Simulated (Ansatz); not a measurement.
## Electronic structure of AlCl$_{3}$FH in real space

```xyz
6

Al   -0.3390   -0.2056   -0.4057
Cl    1.1406    1.3673   -0.7489
Cl    0.1686   -2.1212   -1.0973
Cl   -2.3403    0.4155   -0.2874
H     0.9908    0.6274    1.1029
F     0.3793   -0.0834    1.4362
```

Method: RKS PBE-D4/def2-SVP in Ansatz.

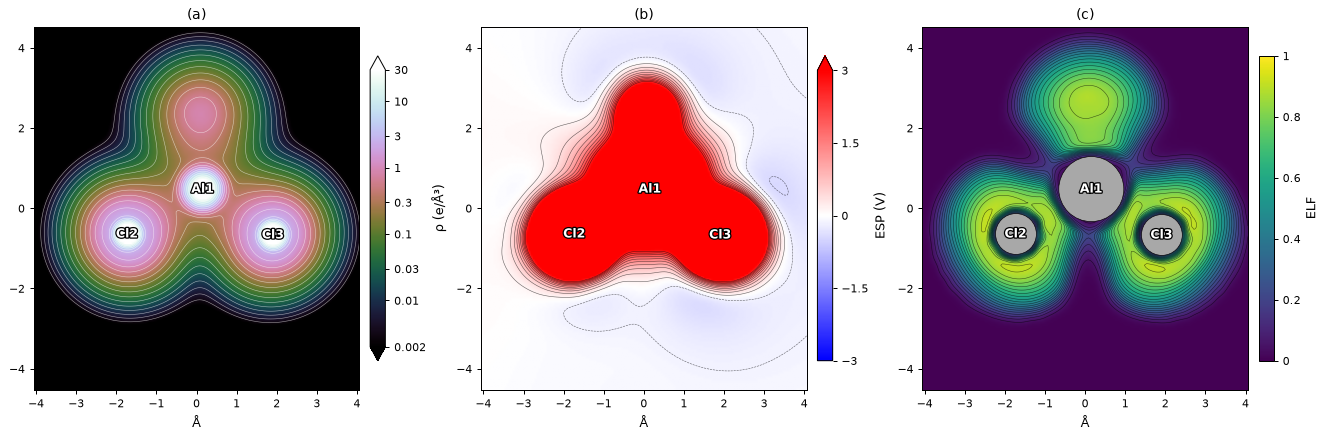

Figure 1. (a) total electron density; (b) electrostatic potential; (c) electron localisation function on the plane of atoms Cl2, Al1 and Cl3. Grey discs cover the atomic cores in the ELF map.

Describe what can be read from this map.

Answer. Atoms in the plane: Al and Cl.
Al–Cl (2.10 Å): ρ at the midpoint is about 0.7 e/Å³; the ELF peaks at about 0.90 in the valence shell of Cl, 0.9 Å from its nucleus, and is about 0.80 at the midpoint.
Al–Cl (2.19 Å): the density is about 0.61 e/Å³ at the midpoint; the ELF peaks at about 0.85 in the valence shell of Cl, 0.9 Å from its nucleus, and is about 0.80 at the midpoint.
The ELF also peaks beside Cl2, Cl3 and Cl4, away from the bonds: lone-pair regions.
Outside the dense part of the molecule the potential is most negative (−0.4 V) near Cl3.

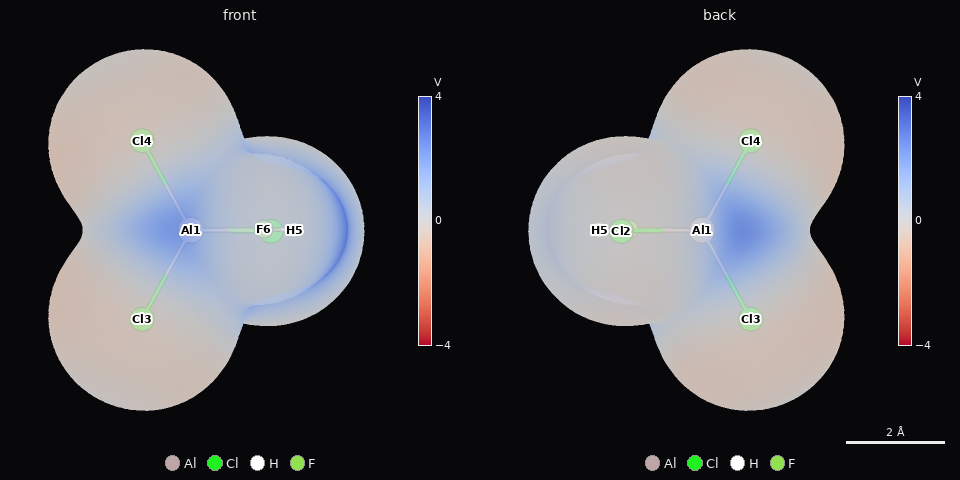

Figure 2. The electrostatic potential painted on the density surface at 0.002 e/bohr³, seen from the front and from behind; the colour scale runs from red (negative) to blue (positive).

Which sites attract a positive test charge, and which a negative one?

Answer. A positive charge is drawn to the negative regions and a negative charge to the positive ones. The most negative region (about −0.5 V) lies over Cl3 and Cl4, the most positive (about +3.0 V) over H5.

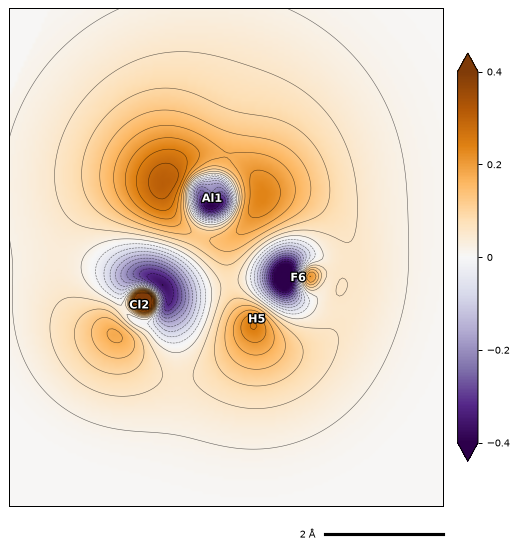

Figure 3. One frontier orbital on the plane of atoms Al1, F6 and H5 (values in Å⁻³ᐟ²; the overall sign is arbitrary).

Which orbital is it: HOMO or LUMO?

Answer. The LUMO, at −1.24 eV. It lies mainly on Al1 (about 40 %), Cl2 (about 15 %), Cl3 (about 15 %), Cl4 (about 15 %), F6 (about 10 %) and H5 (about 5 %).
